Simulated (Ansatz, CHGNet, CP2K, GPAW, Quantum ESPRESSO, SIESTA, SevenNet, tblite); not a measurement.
# SIESTA runs on random packing of 61Li2S-17P2S5-22LiCl (mol %) (62 atoms)

Wanted: SIESTA inputs and outputs for random packing of 61Li2S-17P2S5-22LiCl (mol %) (62 atoms), checked against a plane-wave reference.

Calculated with SIESTA 5.4.2; the method is named at each step.

### 1. Starting point

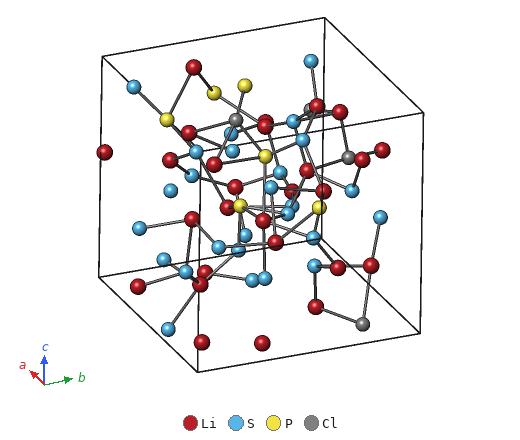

The starting structure, seen from a free direction (lithium red, sulfur blue, phosphorus yellow, chlorine grey). Bonds to atoms that aren't drawn are left out. Some periodic images of atoms are drawn too.

The cell holds 62 atoms: 26 Li, 26 S, 6 P and 4 Cl. Its edges and angles: a = 10.731 Å, b = 10.731 Å, c = 10.731 Å, α = 90.0°, β = 90.0°, γ = 90.0°. 62 atoms (26 Li, 26 S, 6 P, 4 Cl) packed at random in a cube at 1.8 g/cm³ and pushed apart as soft spheres, cations and anions kept from their own kind; a start for melting by ab initio MD, not an equilibrated structure. Then every atom was moved at random, 0.05 Å r.m.s. a Cartesian component.

The yardstick, on the same geometry:

| Property | Result |
| --- | --- |
| method | Kohn-Sham DFT, PBE, SSSP efficiency 1.3.0 pseudopotentials, plane waves (Quantum ESPRESSO 7.5); sssp-pbe-1.3.0-efficiency, cutoffs 45/360 Ry, Γ point |
| r.m.s. force component | 0.6157 eV/Å |
| longest force | 2.337 eV/Å |
| pressure | -0.6467 GPa |
| time | 6.3 min on 2 MPI ranks of Arm Neoverse V2, shared host |
| CPU time | 13 min |

### 2. PBE, DZP, shift 0.01 Ry, mesh 300 Ry

Method: Kohn-Sham DFT, PBE, PseudoDojo 0.4.1 norm-conserving pseudopotentials (converted to PSML), numerical atomic orbitals (DZP), diagonalisation.

The .psml files are PseudoDojo norm-conserving potentials that we converted to this format, checked against plane waves on the same files for H, C, O, Si, Ge and Ca alone.

input.fdf

```
SystemLabel cell
NumberOfAtoms 62
NumberOfSpecies 4
%block ChemicalSpeciesLabel
  1 3 Li
  2 16 S
  3 15 P
  4 17 Cl
%endblock ChemicalSpeciesLabel
LatticeConstant 1.0 Ang
%block LatticeVectors
  10.73070 0.00000 0.00000
  0.00000 10.73070 0.00000
  0.00000 0.00000 10.73070
%endblock LatticeVectors
PAO.BasisSize DZP
PAO.EnergyShift 0.01 Ry
PAO.Polarization.NonPerturbative T
XC.Functional GGA
XC.Authors PBE
MeshCutoff 300 Ry
%block kgrid_Monkhorst_Pack
  1 0 0 0.0
  0 1 0 0.0
  0 0 1 0.0
%endblock kgrid_Monkhorst_Pack
SolutionMethod diagon
OccupationFunction FD
ElectronicTemperature 580 K
SCF.Mixer.Method Pulay
SCF.Mixer.Weight 0.15
SCF.Mixer.History 8
SCF.Mix Hamiltonian
MaxSCFIterations 300
SCF.DM.Tolerance 1e-04
SCF.H.Tolerance 1.0e-3 eV
WriteForces T
Write.HirshfeldPop T
Write.VoronoiPop T
Write.DM F
Write.H F
XML.Write F
AtomicCoordinatesFormat Fractional
%block AtomicCoordinatesAndAtomicSpecies
  0.97120 0.00549 0.57681 1
  0.40835 0.80944 0.15454 1
  0.98034 0.50409 0.43001 1
  0.66960 0.02867 0.09513 1
  0.31880 0.26943 0.56089 1
  0.47706 0.50371 0.81912 1
  0.15892 0.36128 0.99988 1
  0.73348 0.85169 0.73855 1
  0.84880 0.34559 0.95435 1
  0.18554 0.11129 0.35091 1
  0.07493 0.85102 0.82329 1
  0.02448 0.16915 0.79755 1
  0.86792 0.33723 0.65087 1
  0.42293 0.05399 0.76837 1
  0.81072 0.33225 0.28569 1
  0.46910 0.21863 0.15778 1
  0.56376 0.98152 0.54677 1
  0.43891 0.67954 0.60414 1
  0.68780 0.59680 0.28496 1
  0.14600 0.84037 0.27190 1
  0.13914 0.08076 0.06159 1
  0.12045 0.46920 0.68406 1
  0.74809 0.89287 0.34044 1
  0.85642 0.72962 0.09059 1
  0.40781 0.80794 0.85997 1
  0.05802 0.55487 0.17411 1
  0.59059 0.68164 0.76162 2
  0.44265 0.37579 0.29624 2
  0.51180 0.62636 0.38705 2
  0.73492 0.82185 0.94761 2
  0.02605 0.37070 0.82719 2
  0.16001 0.31362 0.29254 2
  0.69573 0.18109 0.49067 2
  0.25238 0.63386 0.26146 2
  0.39759 0.86299 0.49907 2
  0.93899 0.74187 0.30204 2
  0.01515 0.21182 0.57596 2
  0.85727 0.08067 0.90860 2
  0.68505 0.45187 0.62715 2
  0.21434 0.05777 0.78784 2
  0.61970 0.79193 0.20210 2
  0.46793 0.05223 0.29902 2
  0.55398 0.22935 0.71889 2
  0.66842 0.24207 0.12415 2
  0.27935 0.54075 0.53710 2
  0.54782 0.54436 0.09355 2
  0.33338 0.28588 0.88558 2
  0.83746 0.83623 0.54329 2
  0.86443 0.11890 0.25866 2
  0.39842 0.04513 0.01505 2
  0.11979 0.86744 0.49697 2
  0.85703 0.47345 0.11359 2
  0.58761 0.32138 0.95457 3
  0.93214 0.95759 0.17572 3
  0.71978 0.17046 0.80377 3
  0.77787 0.64207 0.52994 3
[... 2 atom lines left out ...]
  0.25548 0.78134 0.72413 4
  0.94652 0.58313 0.63207 4
  0.07673 0.77563 0.04789 4
  0.27892 0.61858 0.95942 4
%endblock AtomicCoordinatesAndAtomicSpecies
```

Run with:

```bash
$ OMP_NUM_THREADS=1 siesta < input.fdf > output.txt
```

Log:

```text
Version         : 5.4.2
reinit: System Name:
reinit: System Label: cell
initatom: Reading input for the pseudopotentials and atomic orbitals ----------
Species number:   1 Atomic number:    3 Label: Li
Species number:   2 Atomic number:   16 Label: S
Species number:   3 Atomic number:   15 Label: P
Species number:   4 Atomic number:   17 Label: Cl
Ground state valence configuration (from tables):   2s01  2p00  3d00  4f00
Ground state valence configuration (from tables):   3s02  3p04  3d00  4f00
Ground state valence configuration (from tables):   3s02  3p03  3d00  4f00
Ground state valence configuration (from tables):   3s02  3p05  3d00  4f00
---- Processing specs for species: Li
GGA--PBE XC_GGA_X_PBE--XC_GGA_C_PBE pb
Semicore shell(s) with  2 electrons included in the valence for Li
---- Processing specs for species: S
GGA--PBE XC_GGA_X_PBE--XC_GGA_C_PBE pb
---- Processing specs for species: P
GGA--PBE XC_GGA_X_PBE--XC_GGA_C_PBE pb
---- Processing specs for species: Cl
GGA--PBE XC_GGA_X_PBE--XC_GGA_C_PBE pb
Semicore shell(s): 1s
Li pseudopotential only contains V_ls up to l=1 -- lmxkb reset.
S pseudopotential only contains V_ls up to l=2 -- lmxkb reset.
P pseudopotential only contains V_ls up to l=2 -- lmxkb reset.
Cl pseudopotential only contains V_ls up to l=2 -- lmxkb reset.
Using PAO.SplitTailNorm
%block ChemicalSpeciesLabel
    1    3 Li                      # Species index, atomic number, species label
    2   16 S                       # Species index, atomic number, species label
    3   15 P                       # Species index, atomic number, species label
    4   17 Cl                      # Species index, atomic number, species label
%endblock ChemicalSpeciesLabel
%block PAO.Basis                 # Define Basis set
Li                    3                    # Species label, number of l-shells
 n=1   0   1                         # n, l, Nzeta
   2.447
   1.000
 n=2   0   2                         # n, l, Nzeta
   8.986      6.783
   1.000      1.000
 n=2   1   1                         # n, l, Nzeta
   8.986
[...]
S                     3                    # Species label, number of l-shells
[...]
4.449      3.085
[...]
P                     3                    # Species label, number of l-shells
[...]
Cl                    3                    # Species label, number of l-shells
[...]
n=3   1   2                         # n, l, Nzeta
   5.047      3.483
   1.000      1.000
 n=3   2   1                         # n, l, Nzeta
   5.047
   1.000
%endblock PAO.Basis
coor:   Atomic-coordinates input format  =     Fractional
siesta: System type = bulk
initatomlists: Number of atoms, orbitals, and projectors:     62   624   856
siesta: ******************** Simulation parameters ****************************
Total number of electrons:   292.000000
Total ionic charge:   292.000000
 Kpoints in:            1 . Kpoints trimmed:            1
siesta: k-grid: Number of k-points = 1
siesta: k-points from Monkhorst-Pack grid
siesta: k-cutoff (effective) =     5.365 Ang
siesta: k-point supercell and displacements
siesta: k-grid:     1     0     0      0.000
siesta: k-grid:     0     1     0      0.000
siesta: k-grid:     0     0     1      0.000
                     ====================================
                        Single-point calculation
                     ====================================
outcell: Unit cell vectors (Ang):
       10.730700    0.000000    0.000000
        0.000000   10.730700    0.000000
        0.000000    0.000000   10.730700
outcell: Cell vector modules (Ang)   :   10.730700   10.730700   10.730700
outcell: Cell angles (23,13,12) (deg):     90.0000     90.0000     90.0000
outcell: Cell volume (Ang**3)        :   1235.6178
Gamma-point calculation with interaction between periodic images
Gamma-point calculation with interaction between periodic images
Some features might not work optimally:
Some features might not work optimally:
e.g. DM initialization from atomic data
e.g. DM initialization from atomic data
new_DM -- step:     1
Initializing Density Matrix...
Attempting to read DM from file... Failed...
DM filled with atomic data:
InitMesh: MESH = 120 x 120 x 120 = 1728000
InitMesh: Mesh cutoff (required, used) =   300.000   345.628 Ry
stepf: Fermi-Dirac step function
        iscf     Eharris(eV)        E_KS(eV)     FreeEng(eV)     dDmax    Ef(eV) dHmax(eV)
   scf:    1   -15603.305462   -15754.477133   -15754.657973  1.158208 -5.597113 17.319797
   scf:    2   -15465.919617   -15729.321830   -15729.635548  0.936197 -5.585657 28.962017
   scf:    3   -15749.516632   -15809.469223   -15809.774537  0.811288 -5.647245  8.393097
[...]
scf:   29   -15821.200528   -15821.200523   -15821.578109  0.000045 -5.774396  0.001001
   scf:   30   -15821.200530   -15821.200526   -15821.578109  0.000026 -5.774387  0.000830
SCF Convergence by DM+H criterion
max |DM_out - DM_in|         :     0.0000256616
max |H_out - H_in|      (eV) :     0.0008296019
SCF cycle converged after 30 iterations
Using DM_out to compute the final energy and forces
siesta: E_KS(eV) =           -15821.2005
siesta: E_KS - E_eggbox =    -15821.2005
siesta: Atomic forces (eV/Ang):
     1    0.192027    0.426583   -0.115180
     2   -0.191260   -0.082150    0.148756
     3    0.823933   -0.131587   -0.563310
[...]
61   -0.196662    0.472314   -0.512573
    62    0.698749   -0.618868    0.076245
----------------------------------------
   Tot   -0.003737   -0.001537   -0.006706
----------------------------------------
   Max    2.544428
   Res    0.685123    sqrt( Sum f_i^2 / 3N )
----------------------------------------
   Max    2.544428    constrained
Stress tensor Voigt[x,y,z,yz,xz,xy] (kbar):        5.41        4.61       -0.24       -2.48       -2.96        4.14
(Free)E + p*V (eV/cell)   -15824.0912
Target enthalpy (eV/cell)   -15821.5781
siesta: Program's energy decomposition (eV):
siesta: Ebs     =     -5344.309430
siesta: Eions   =     24043.167388
siesta: Ena     =      6685.027668
siesta: Ekin    =      7386.350647
siesta: Enl     =     -1772.858458
siesta: DEna    =       149.528603
siesta: DUscf   =         7.422617
siesta: Ex      =     -3899.735417
siesta: Ec      =      -333.768798
siesta: Exc     =     -4233.504216
siesta: Eharris =    -15821.200530
siesta: Etot    =    -15821.200526
siesta: FreeEng =    -15821.578109
siesta: Final energy (eV):
siesta:  Band Struct. =   -5344.309430
siesta:       Kinetic =    7386.350647
siesta:       Hartree =    3038.685821
siesta:         Exch. =   -3899.735417
siesta:         Corr. =    -333.768798
siesta:   Exch.-corr. =   -4233.504216
siesta:  Ion-electron =  -14371.115557
siesta:       Ion-ion =   -7641.617222
siesta:         Total =  -15821.200526
siesta:         Fermi =      -5.774387
siesta: Stress tensor (static) (eV/Ang**3):
siesta:     0.003374    0.002584   -0.001845
siesta:     0.002585    0.002879   -0.001549
siesta:    -0.001845   -0.001549   -0.000151
siesta: Cell volume =       1235.617812 Ang**3
siesta: Pressure (static):
siesta:                Solid            Molecule  Units
siesta:          -0.00002215         -0.00015168  Ry/Bohr**3
siesta:          -0.00203391         -0.01392693  eV/Ang**3
siesta:          -3.25868965        -22.31340789  kBar
    Orbital volume contribution        =          50.442867 eV
    (Free)E + p_basis*V_orbitals       =      -15771.135242 eV
    (Free)Eharris+ p_basis*V_orbitals  =      -15771.135245 eV
Hirshfeld Atomic Populations:
Atom #   charge [q] valence [e]  Species
     1     0.019242    2.980758  Li
     2     0.042685    2.957315  Li
     3     0.099368    2.900632  Li
[...]
27    -0.181357    6.181357  S
    28     0.049929    5.950071  S
    29     0.021580    5.978420  S
[...]
53     0.169218    4.830782  P
    54     0.133432    4.866568  P
    55     0.167474    4.832526  P
[...]
59    -0.058637    7.058637  Cl
    60     0.196702    6.803298  Cl
    61    -0.041693    7.041693  Cl
[...]
--------------------
 Total    -0.000012
Voronoi Atomic Populations:
Atom #   charge [q] valence [e]  Species
[...]
25     0.058746    2.941254  Li
    26    -0.017131    3.017131  Li
[...]
51    -0.036168    6.036168  S
    52    -0.167491    6.167491  S
[...]
57     0.247486    4.752514  P
    58     0.170224    4.829776  P
[...]
61    -0.035037    7.035037  Cl
    62    -0.075593    7.075593  Cl
--------------------
 Total    -0.000012
```

Run time: 4.4 min. Hardware: 1 thread of Arm Neoverse V2, shared host; peak memory 1 GiB.

Banners, paths, timers and routine set-up lines are dropped from the logs unmarked, and long logs keep their key lines alone; longer cuts are marked.

Compared with the plane-wave run:

```
r.m.s. force component                  : 0.6851 eV/Å
r.m.s. difference of force components   : 217.2 meV/Å
longest difference of force vectors     : 991.4 meV/Å
force difference over r.m.s. force      : 35.29 %
slope of forces against the reference's : 1.057
correlation of force components         : 0.9498
pressure                                : -0.3259 GPa
pressure difference                     : 0.3208 GPa
```

This run lies far from the reference in forces at the same functional.

Length of the force difference by element (eV/Å):

| element | atoms | mean | most |
| --- | --- | --- | --- |
| Cl | 4 | 0.28 | 0.92 |
| Li | 26 | 0.084 | 0.17 |
| P | 6 | 0.70 | 0.99 |
| S | 26 | 0.27 | 0.97 |

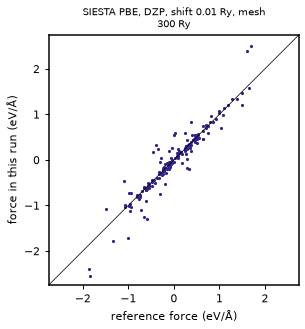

Force components against those of the reference; the line marks equality.

The surroundings of Cl59, one of the 4 Cl atoms, nearest first, numbered as they follow in the input and with coordinates relative to it.

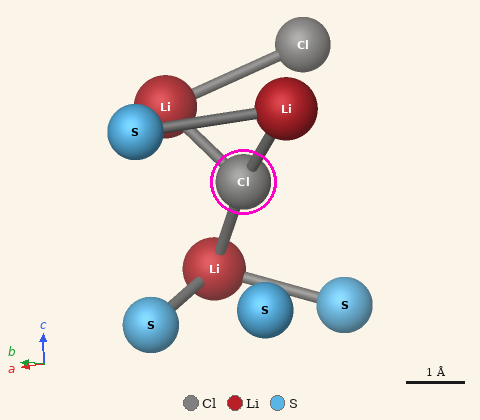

The atoms of the table, within 3.3 Å (arrows a, b, c point along x, y, z); some may hide others; the central atom is ringed.

| atom | x | y | z | distance (Å) | Hirshfeld charge (e) | Fx | Fy | Fz (eV/Å) |
| --- | --- | --- | --- | --- | --- | --- | --- | --- |
| Cl59 | 0.00 | 0.00 | 0.00 | 0.00 | -0.06 | -0.10 | -0.20 | 0.26 |
| Li25 | 1.63 | 0.29 | 1.46 | 2.21 | 0.06 | 0.14 | -0.44 | 0.54 |
| Li11 | -1.94 | 0.75 | 1.06 | 2.33 | 0.08 | 0.30 | -0.14 | 0.34 |
| Li18 | 1.97 | -1.09 | -1.29 | 2.59 | -0.04 | -0.28 | -0.13 | -0.13 |
| S51 | -1.46 | 0.92 | -2.44 | 2.99 | -0.07 | 0.54 | 0.33 | -1.04 |
| S35 | 1.52 | 0.88 | -2.42 | 2.99 | -0.07 | -1.03 | 1.20 | -0.77 |
| S40 | -0.44 | 2.97 | 0.68 | 3.08 | -0.09 | -0.40 | 0.48 | 0.47 |
| Cl62 | 0.25 | -1.75 | 2.52 | 3.08 | -0.05 | 0.70 | -0.62 | 0.08 |
| S45 | 0.26 | -2.58 | -2.01 | 3.28 | -0.15 | -0.62 | -0.44 | -0.24 |

Forces lie 35 % from the reference's, at 0.35 times its CPU time (on 1 against 2 cores).

### 3. PBE, SZ, shift 0.02 Ry, mesh 300 Ry

Method: Kohn-Sham DFT, PBE, PseudoDojo 0.4.1 norm-conserving pseudopotentials (converted to PSML), numerical atomic orbitals (SZ), diagonalisation.

Changes to input.fdf since step 2:

```diff
@@ -15,4 +15,4 @@
 %endblock LatticeVectors
-PAO.BasisSize DZP
-PAO.EnergyShift 0.01 Ry
+PAO.BasisSize SZ
+PAO.EnergyShift 0.02 Ry
 PAO.Polarization.NonPerturbative T
```

Log:

```text
Version         : 5.4.2
reinit: System Name:
reinit: System Label: cell
initatom: Reading input for the pseudopotentials and atomic orbitals ----------
Species number:   1 Atomic number:    3 Label: Li
Species number:   2 Atomic number:   16 Label: S
Species number:   3 Atomic number:   15 Label: P
Species number:   4 Atomic number:   17 Label: Cl
Ground state valence configuration (from tables):   2s01  2p00  3d00  4f00
Ground state valence configuration (from tables):   3s02  3p04  3d00  4f00
Ground state valence configuration (from tables):   3s02  3p03  3d00  4f00
Ground state valence configuration (from tables):   3s02  3p05  3d00  4f00
---- Processing specs for species: Li
GGA--PBE XC_GGA_X_PBE--XC_GGA_C_PBE pb
[... lines left out ...]
stepf: Fermi-Dirac step function
        iscf     Eharris(eV)        E_KS(eV)     FreeEng(eV)     dDmax    Ef(eV) dHmax(eV)
[... lines left out ...]
SCF Convergence by DM+H criterion
[... lines left out ...]
SCF cycle converged after 29 iterations
[... lines left out ...]
   Max    5.127263
[... lines left out ...]
   Max    5.127263    constrained
Stress tensor Voigt[x,y,z,yz,xz,xy] (kbar):        4.38        0.12      -10.61       -2.71      -12.11       15.13
[... lines left out ...]
siesta: FreeEng =    -15731.361046
[... lines left out ...]
siesta:         Corr. =    -332.421350
siesta:   Exch.-corr. =   -4323.964068
siesta:  Ion-electron =  -14591.066918
siesta:       Ion-ion =   -7816.576282
siesta:         Total =  -15730.949021
siesta:         Fermi =      -3.616199
siesta: Stress tensor (static) (eV/Ang**3):
siesta:     0.002736    0.009441   -0.007560
siesta:     0.009441    0.000077   -0.001694
siesta:    -0.007560   -0.001694   -0.006620
siesta: Cell volume =       1235.617812 Ang**3
siesta: Pressure (static):
siesta:                Solid            Molecule  Units
siesta:           0.00001382         -0.00014248  Ry/Bohr**3
siesta:           0.00126898         -0.01308161  eV/Ang**3
siesta:           2.03313798        -20.95905449  kBar
    Orbital volume contribution        =          16.384125 eV
    (Free)E + p_basis*V_orbitals       =      -15714.976921 eV
    (Free)Eharris+ p_basis*V_orbitals  =      -15714.976925 eV
Hirshfeld Atomic Populations:
Atom #   charge [q] valence [e]  Species
     1     0.141530    2.858470  Li
     2     0.174947    2.825053  Li
     3     0.217683    2.782317  Li
[...]
27    -0.266783    6.266783  S
    28    -0.013101    6.013101  S
    29    -0.024526    6.024526  S
[...]
53     0.114087    4.885913  P
    54     0.011291    4.988709  P
    55     0.043469    4.956531  P
[...]
59    -0.130123    7.130123  Cl
    60     0.180995    6.819005  Cl
    61    -0.145273    7.145273  Cl
[...]
--------------------
 Total    -0.000016
Voronoi Atomic Populations:
Atom #   charge [q] valence [e]  Species
[...]
25     0.214035    2.785965  Li
    26     0.161271    2.838729  Li
[...]
51    -0.129382    6.129382  S
    52    -0.356105    6.356105  S
[...]
57     0.104758    4.895242  P
    58     0.091478    4.908522  P
[...]
61    -0.158957    7.158957  Cl
    62    -0.165731    7.165731  Cl
--------------------
 Total    -0.000017
```

The job ended after 63 s (1 thread; peak memory 0.47 GiB).

Numbers from this run, and their distance from the reference:

```yaml
r_m_s_force_component: 1.294 eV/Å
r_m_s_difference_of_force_components: 1051 meV/Å
longest_difference_of_force_vectors: 5421 meV/Å
force_difference_over_r_m_s_force: 170.8 %
slope_of_forces_against_the_reference_s: 1.249
correlation_of_force_components: 0.5945
pressure: 0.2033 GPa
pressure_difference: 0.85 GPa
```

This is a coarse setting, run to see what it loses.

Against the first run (35 %), the force difference from the reference is 171 %, at 0.24 times the CPU time.

The difference per atom is largest on P (3.4 eV/Å on average, against 1.2 on S).

[end of part 1 of 2]

[Also dropped from logs without a mark: logging warnings of Python, and SIESTA's first energy breakdown and zero terms.]

[Logs are printed without paths, hosts, clocks, repeated set-up lines and the standing remarks that a program may print on its own settings, such as how far it seeks lower states.]

[Hosts, paths, dates, database ids (printed as entryN), source tags and the programs' standing remarks are cut or masked in the printed files.]
